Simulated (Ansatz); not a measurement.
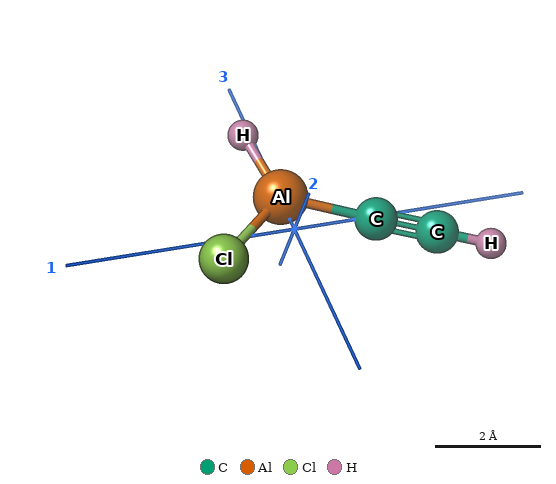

The three principal axes of inertia are drawn and numbered. Distant atoms are faded towards the background colour. The geometry was computed by an optimisation with PBE0-D4/def2-TZVP. No frequency run is at hand to confirm it as a minimum. Masses are those of the most abundant isotopes; constants are for the rigid equilibrium geometry.

> Which line is the a axis (least moment of inertia), which b and which c?

a is line 1, b is line 3, c is line 2; the moments are 33.9, 243, 277 u Å².

> Classify the rotor and give the rotational constants (cm⁻¹).

An asymmetric top (Cs): A = 0.498, B = 0.0695, C = 0.0610 cm⁻¹. Ray's parameter κ is −0.96, close to the prolate limit.
